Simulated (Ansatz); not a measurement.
# Ca wire cut from an fcc lattice along [110], 4 atoms a period: bands by functional and under strain, part 2 of 3

What gap, if any, does the Ca wire cut from an fcc lattice along [110], 4 atoms a period have, and how does it change with the functional and under strain?

Ansatz 0.2.0; DFT PBE, plane waves, PAW; relaxation of a wire's period (the session's first sound run).

So far. Step 2 (Relaxation of atoms and period): The cell's length comes to 3.885 Å with spin left out.

### 3. Bands of the perfect wire

This step: DFT PBE, plane waves, PAW; channels and complex bands of a perfect wire (Ansatz 0.2.0).

At the relaxed period the Bloch states of the perfect wire are found at each energy: those that move forward count the open channels, and those that decay describe how a disturbance dies away inside the wire itself. An energy step of 0.035 eV is under the 0.039 eV that the program asks for its thermal average at 300 K.

input.yaml reads:

```yaml
crystal:
  lattice:
    - [12.3, 0.0, 0.0]
    - [0.0, 10.689, 0.0]
    - [0.0, 0.0, 3.8848906164]
  atoms:
    - { symbol: Ca, position: [0.277227084, 0.5, 0.0] }
    - { symbol: Ca, position: [0.722772916, 0.5, 0.0] }
    - { symbol: Ca, position: [0.5, 0.329611132, 0.5] }
    - { symbol: Ca, position: [0.5, 0.670388868, 0.5] }
kpoints:
  mp_grid: { grid: [1, 1, 21] }
  band_path: { path: ["Γ", Z], npoints: 50 }
scf:
  occupations: { method: fermi_dirac, width: 0.05 }
hamiltonian:
  xc: pbe
output:
  transmission:
    e_range: [-2, 2]
    de: 0.035
    kmesh: [1, 1]
    reduced_basis: true
    leads: [[0, 0]]
  dos: { e_range: [-5, 4] }
  write_potential: true
  write_density: true
  volumetric_format: npy
  elf: true
```

The run is started by

```console
$ ansatz run input.yaml --threads 8 --pin off --max-ram 16384MiB --backend cpu --events-out ev --progress --plain --runs-dir out
```

Numbers of over 12 decimals in the logs are rounded to 6 here.

Output:

```text
[...]
Crystal: 4 atoms, lattice volume = 510.765 Å³
Basis set: ecut = 420 eV, 10035 PW (Γ)
Bands: 24, of which v1, the nominal top of the filled ones, is band 20 counted from 1 (19 counted from 0)
Symmetry: 8 space group operations
[...]
k-points: 11 of 21
[...]
SCF iter   1: F=—  HF=-7264.621667 eV  |F-HF|=—  |Δ(HF+E_count)|=         —  Δρ=1.55e-3  dr2=1.35e-1  ethr=1.77e-3  ⟨swp⟩=11.1  Hψ=1639  notcnv=0
[...]
SCF iter   9: F=-7264.619423 eV  HF=-7264.619423 eV  |F-HF|=6.66e-8  |Δ(HF+E_count)|=   2.05e-7  Δρ=2.18e-6  dr2=7.44e-8  ethr=2.50e-10  ⟨swp⟩=4.4  Hψ=999  notcnv=0
SCF 1 converged in 9 iterations: F = -7264.619423 eV  dr2 = 7.44e-8
[...]
NSCF: frozen V_eff on 51 k-points
transmission: 5 of 30 steps passed
transmission: 10 of 30 steps passed
[...]
transmission: 30 of 30 steps passed
WARN: The output density's exchange-correlation potential varies sharply where the density is thin. Do not read a vacuum level from v_tot or v_xc, or from such a field of the output density. On a cell that repeats whose density bears no net charge and no dipole along the vacuum's axis use v_es (v_loc + v_h of the components); under efield.dipole_correction with no amplitude use v_es + v_field, which holds any externa [...]
SCF converged after 9 iterations
Free energy (F): -7264.619423 eV
[...]
Internal energy: -7264.566730 eV  (E = F + TS)
E sigma→0 (E₀):  -7264.593076 eV
Entropy (-TS):   -0.052693 eV (-13.173 meV/atom)
Fermi energy:    -0.012564 eV
[...]
--- Band table (eV; the first three rows and the last of 11) ---
  k-point 0: bands = [... 16 lower, -3.2484, -2.0392, -1.5706, -0.9420, -0.0725, 0.2590, 0.5341, 0.5514]
  k-point 1: bands = [... 16 lower, -3.2227, -2.0135, -1.5452, -0.9161, -0.0614, 0.2637, 0.5401, 0.5603]
  k-point 2: bands = [... 16 lower, -3.1460, -1.9371, -1.4698, -0.8396, -0.0285, 0.2774, 0.5529, 0.5843]
  k-point 10: bands = [... 16 lower, -1.1139, -0.7723, -0.1675, 0.0955, 0.1459, 0.5661, 0.5793, 0.6375]
--- Transmission ---
  basis      : 1159 plane waves across, 5 finite elements along
  points     : 1, standing for a mesh of 1 x 1
  filling    : by the input's occupations and mesh, since the crystals that have channels conduct as metals do. If one of these is a semiconductor, that mesh has misplaced its level
  energies   : 115 from -2.000000 to 1.990000 eV about the Fermi level, 0.035000 eV apart; the leads are filled to 0.000000 eV, and channels, transmission and decay are at -0.005000 eV
  crystal 0  : Ca4, at the sites [0, 0], period 3.8849 Å: whole cells are its period
    offset         : up to 0.0000 Å between an atom of the period and one for which it stands
    filled         : 0.3 meV over the level at which it is neutral
    channels       : 4.000000e0 a spin
    conductance    : 2.2410e14 S/m² at 300 K; may be off by some 0.0 % by where its bands' edges are placed, 0.0 % from the distance to neutral
```

Wall time 73 s (8 threads of Intel Xeon Platinum 8375C at 2.90GHz (Ice Lake), shared host); peak memory 2.6 GiB.

This step gave:

| Item | Value |
| --- | --- |
| energy at zero smearing | -7264.5931 eV |
| channels at the energy nearest the Fermi level, one spin | 4 |
| conductance of the lead as this run defines it | 3.803 G₀ |
| band gap | 0 eV |

Open channels of the lead, one spin against energy, zero at the Fermi level:

```
energy (eV)  open channels of the lead, one spin
     -2.000                                    2
     -1.790                                    2
     -1.615                                    2
     -1.405                                    3
     -1.195                                    3
     -0.985                                    3
     -0.810                                    4
     -0.600                                    4
     -0.390                                    4
     -0.215                                    4
     -0.005                                    4
      0.205                                    4
      0.415                                    5
      0.590                                    5
      0.800                                    2
      1.010                                    3
      1.185                                    3
      1.395                                    2
      1.605                                    3
      1.815                                    3
```

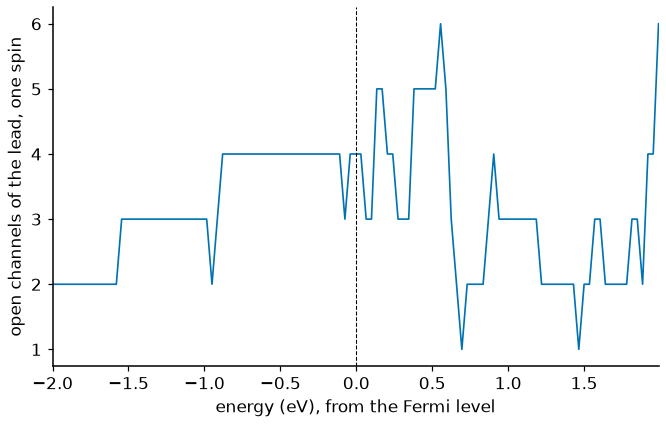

Open channels of the lead, one spin, plotted against energy.

The slowest values at each energy, most degenerate partners merged, listed up to 1.5 1/Å. Im kz of the slowest decaying states against energy, zero at the Fermi level:

```
energy (eV)  decay 1 (Å⁻¹)  decay 2 (Å⁻¹)  decay 3 (Å⁻¹)  decay 4 (Å⁻¹)
    -2.0000          0.314          0.470          0.814          0.882
    -1.7550          0.212          0.417          0.773          0.844
    -1.5100          0.353          0.728          0.805          0.821
    -1.2650          0.272          0.678          0.763          0.779
    -0.9850          0.112          0.611          0.712          0.727
    -0.7400          0.540          0.662          0.677          0.733
    -0.4950          0.447          0.608          0.622          0.668
    -0.2500          0.307          0.546          0.559          0.587
    -0.0050         0.0263          0.472          0.472          0.483
     0.2400         0.0555          0.191          0.376          0.384
     0.4850         0.0903          0.202          0.211          0.415
     0.7650         0.0917          0.172          0.195          0.235
     1.0100          0.158          0.170          0.206          0.249
     1.2550          0.159          0.173          0.211          0.267
     1.5000          0.154          0.163          0.183          0.254
     1.7450         0.0756          0.135          0.163          0.202
```

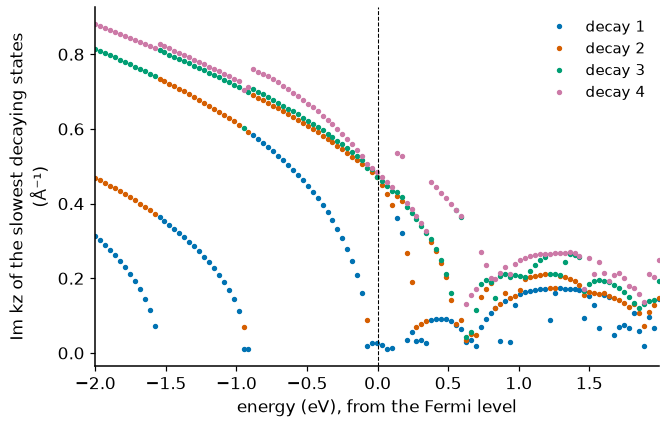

Im kz of the slowest decaying states against energy.

Electronic bands along the path, in eV, zero at the Fermi level:

```
point  band 17  band 18  band 19  band 20  band 21  band 22  band 23  band 24
    Γ    -3.24    -2.03    -1.56    -0.93    -0.06     0.27     0.55     0.56
    Z    -0.97    -0.88    -0.09     0.06     0.18     0.60     0.60     0.64
```

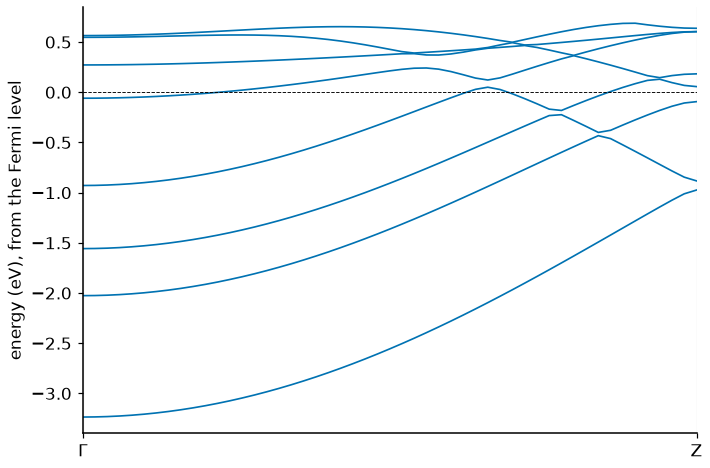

Electronic bands along the path.

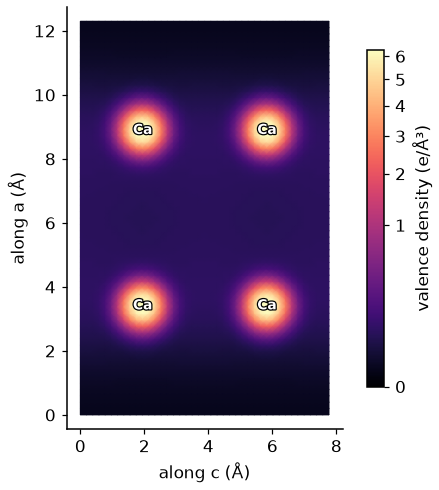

Valence density in the ca plane at fractional y = 0.500, with atoms of Ca within 0.2 Å of it. It is the smooth field of the valence electrons, not physical close to the nuclei. The map starts off the cell's origin, so that atoms lie inside it. The colour scale is stretched toward low values.

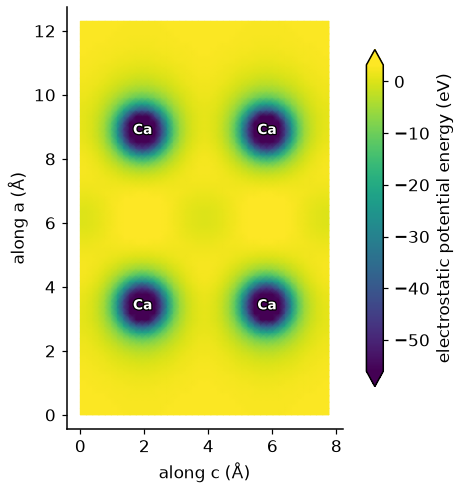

Electrostatic potential energy in the ca plane at fractional y = 0.500, with atoms of Ca within 0.2 Å of it. With pseudopotentials it is smooth inside the atoms' cores, unlike the true potential. The map starts off the cell's origin, so that atoms lie inside it.

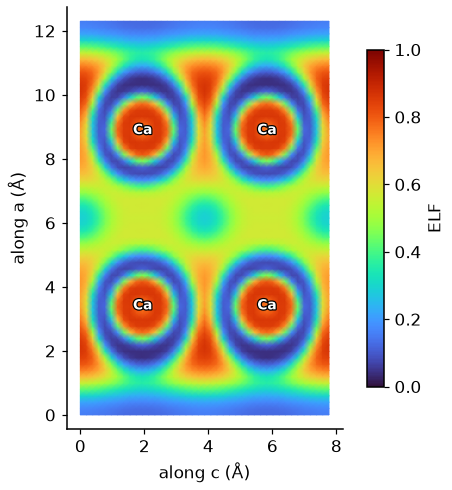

ELF in the ca plane at fractional y = 0.500, with atoms of Ca within 0.2 Å of it. It is the smooth field of the valence electrons, not physical close to the nuclei. The map starts off the cell's origin, so that atoms lie inside it.

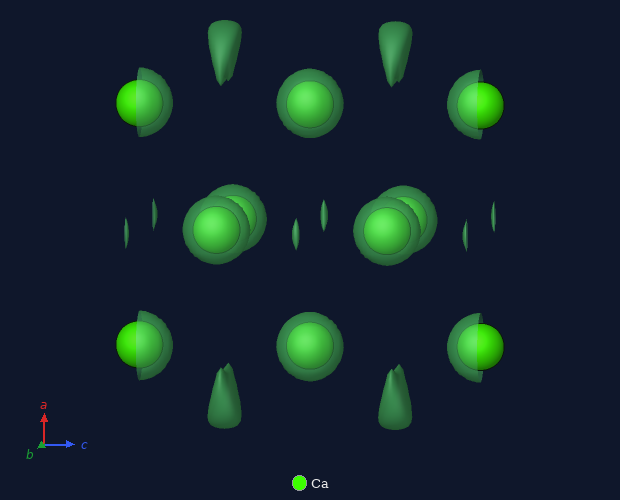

Surface of ELF = 0.79. 1×1×2 cells are drawn.

By hand: the program gives 2.2410 × 10^14 S/m² over the cell's cross-section of 131.47 Å² = 1.315 × 10^-18 m², so one cell conducts 2.946 × 10^-4 S. Divided by G0 = 2e²/h = 7.748 × 10^-5 S this is 3.80 G0, a resistance of 3.39 kΩ.

At the computed energy nearest the Fermi level there are 4 channels a spin, and the thermal average gives 3.80 G₀.

### 4. Another level of theory, level LDA, cutoff 420 eV

This step: DFT LDA, plane waves, PAW; bands of a perfect wire at the PBE geometry (Ansatz 0.2.0).

The atoms stay at the PBE geometry and the functional changes. At fixed atoms LDA and the gradient-corrected functionals usually give like bands; this run checks that. Against the first PBE run of this kind, the mesh along the wire has 16 points against 21.

input.yaml, the sections that differ from step 3:

```yaml
kpoints:
  mp_grid: { grid: [1, 1, 16] }
  band_path: { path: ["Γ", Z], npoints: 50 }
hamiltonian:
  xc: lda
# crystal, scf: as in step 3
# output: removed
```

Output:

```text
[...]
Crystal: 4 atoms, lattice volume = 510.765 Å³
Basis set: ecut = 420 eV, 10035 PW (Γ)
Bands: 24, of which v1, the nominal top of the filled ones, is band 20 counted from 1 (19 counted from 0)
Symmetry: 8 space group operations
[...]
k-points: 9 of 16
[...]
SCF iter   1: F=—  HF=-7087.196437 eV  |F-HF|=—  |Δ(HF+E_count)|=         —  Δρ=2.38e-3  dr2=1.40e-1  ethr=1.77e-3  ⟨swp⟩=11.7  Hψ=1365  notcnv=0
[...]
SCF iter   9: F=-7087.189922 eV  HF=-7087.189922 eV  |F-HF|=3.11e-9  |Δ(HF+E_count)|=   4.48e-9  Δρ=1.47e-6  dr2=2.55e-8  ethr=2.50e-10  ⟨swp⟩=5.8  Hψ=602  notcnv=0
SCF 1 converged in 9 iterations: F = -7087.189922 eV  dr2 = 2.55e-8
[...]
SCF converged after 9 iterations
Free energy (F): -7087.189922 eV
[...]
Internal energy: -7087.133595 eV  (E = F + TS)
E sigma→0 (E₀):  -7087.161759 eV
Entropy (-TS):   -0.056327 eV (-14.082 meV/atom)
Fermi energy:    -0.163953 eV
[...]
--- Band table (eV; the first three rows and the last of 9) ---
  k-point 0: bands = [... 16 lower, -3.3889, -2.1878, -1.7244, -1.0988, -0.2113, 0.1560, 0.3582, 0.3584]
  k-point 1: bands = [... 16 lower, -3.3444, -2.1432, -1.6802, -1.0535, -0.1929, 0.1623, 0.3662, 0.3728]
  k-point 2: bands = [... 16 lower, -3.2125, -2.0117, -1.5502, -0.9207, -0.1393, 0.1792, 0.3746, 0.4080]
  k-point 8: bands = [... 16 lower, -1.1472, -1.0295, -0.3026, -0.0979, -0.0204, 0.3980, 0.4209, 0.5057]
```

It took 2.5 s on 8 threads; peak memory 0.98 GiB.

This step gave:

| Item | Value |
| --- | --- |
| energy at zero smearing | -7087.1618 eV |

The electronic bands at the labelled points (eV, zero at the Fermi level):

```
point  band 17  band 18  band 19  band 20  band 21  band 22  band 23  band 24
    Γ    -3.22    -2.02    -1.56    -0.93    -0.05     0.32     0.52     0.52
    Z    -0.98    -0.87    -0.14     0.07     0.14     0.56     0.58     0.67
```

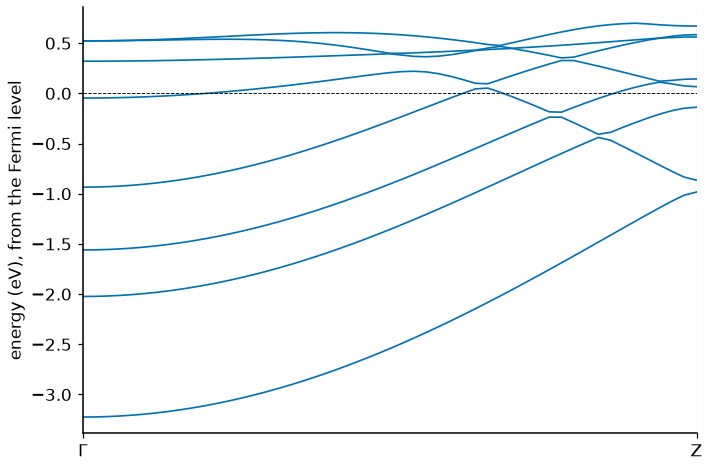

Electronic bands along the path.

Bands cross the Fermi level, as under PBE at the relaxed period.

### 5. Levels at the same atoms, level PBEsol, cutoff 420 eV

This step: DFT PBEsol, plane waves, PAW; bands of a perfect wire at the PBE geometry (Ansatz 0.2.0).

The atoms stay at the PBE geometry and the functional changes. At fixed atoms LDA and the gradient-corrected functionals usually give like bands; this run checks that. Against the first PBE run of this kind, the mesh along the wire has 16 points against 21.

Changes to input.yaml since step 4:

```diff
@@ -16,2 +16,2 @@
 hamiltonian:
-  xc: lda
+  xc: pbesol
```

Output:

```text
[...]
Crystal: 4 atoms, lattice volume = 510.765 Å³
Basis set: ecut = 420 eV, 10035 PW (Γ)
Bands: 24, of which v1, the nominal top of the filled ones, is band 20 counted from 1 (19 counted from 0)
Symmetry: 8 space group operations
[...]
k-points: 9 of 16
[...]
Fermi energy:    -0.061431 eV
[...]
--- Band table (eV; the first three rows and the last of 9) ---
  k-point 0: bands = [... 16 lower, -3.2919, -2.0851, -1.6147, -0.9895, -0.1251, 0.2119, 0.4806, 0.5027]
  k-point 1: bands = [... 16 lower, -3.2476, -2.0408, -1.5710, -0.9449, -0.1057, 0.2200, 0.4908, 0.5178]
  k-point 2: bands = [... 16 lower, -3.1161, -1.9101, -1.4420, -0.8143, -0.0491, 0.2427, 0.5057, 0.5552]
  k-point 8: bands = [... 16 lower, -1.0341, -0.9363, -0.1547, -0.0026, 0.1218, 0.5432, 0.5536, 0.5912]
[key lines of the parts left out:]
SCF converged after 10 iterations
Free energy (F): -7171.853846 eV
```

It took 2.6 s on 8 threads; peak memory 1 GiB; 18 s of CPU time.

Bands cross the Fermi level, as under PBE at the relaxed period.

### 6. Levels at the same atoms, level r2SCAN, cutoff 500 eV

This step: DFT r2SCAN, plane waves, PAW; bands of a perfect wire at the PBE geometry (Ansatz 0.2.0).

The atoms stay at the PBE geometry and the functional changes. r2SCAN also reads the kinetic-energy density; it often gives larger moments and wider gaps than PBE, at a higher cost. Against the first PBE run of this kind, the cutoff is 500 eV against 420 and the mesh along the wire has 16 points against 21.

Changes to input.yaml since step 5:

```diff
@@ -16,2 +16,2 @@
 hamiltonian:
-  xc: pbesol
+  xc: r2scan
```

Output:

```text
[...]
Crystal: 4 atoms, lattice volume = 510.765 Å³
Basis set: ecut = 500 eV, 12905 PW (Γ), exchange–correlation on 360×320×120 points (64 copies of the dense FFT grid, shifted against one another)
Bands: 24, of which v1, the nominal top of the filled ones, is band 20 counted from 1 (19 counted from 0)
Symmetry: 8 space group operations
[...]
k-points: 9 of 16
[...]
Fermi energy:    -0.029280 eV
[...]
--- Band table (eV; the first three rows and the last of 9) ---
  k-point 0: bands = [... 16 lower, -3.4836, -2.1784, -1.6720, -1.0027, -0.1325, 0.1781, 0.6074, 0.6556]
  k-point 1: bands = [... 16 lower, -3.4366, -2.1318, -1.6260, -0.9567, -0.1094, 0.1906, 0.6207, 0.6735]
  k-point 2: bands = [... 16 lower, -3.2974, -1.9945, -1.4903, -0.8219, -0.0413, 0.2263, 0.6442, 0.7188]
  k-point 8: bands = [... 16 lower, -1.0313, -0.9940, -0.0092, -0.0011, 0.2737, 0.6167, 0.6981, 0.7097]
[key lines of the parts left out:]
SCF converged after 10 iterations
Free energy (F): -7283.615198 eV
```

Elapsed: 6 s, on 8 threads; peak memory 1.9 GiB; 43 s of CPU time.

Bands cross the Fermi level, as under PBE at the relaxed period.

[end of part 2 of 3]

[Logs are printed without paths, hosts, clocks, repeated set-up lines and the standing remarks that a program may print on its own settings, such as how far it seeks lower states.]

[Hosts, paths, dates, database ids (printed as entryN), source tags and the programs' standing remarks are cut or masked in the printed files.]
